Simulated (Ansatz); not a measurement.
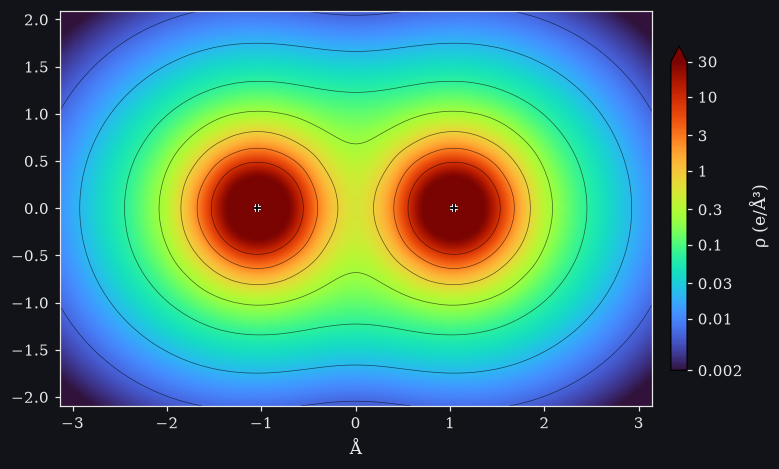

The electron density on a plane through atoms (crosses mark nuclei in the plane).

These are results of isolated molecule in a Gaussian basis; Kohn-Sham density functional theory, functional PBE0 in Ansatz, not measurements.

Candidates:
A. AlH2NS (SMILES [NH-][Al+][SH])
B. Cu2 (SMILES [Cu][Cu]) (triplet)
C. FH3NOSi (SMILES [NH2+]=[Si](O)F) (charge +1)

### Which candidate gave the map?

Candidate B: Cu2 on a plane that holds the molecular axis, which holds Cu. Cu–Cu (2.08 Å): the density is about 0.53 e/Å³ at the midpoint.
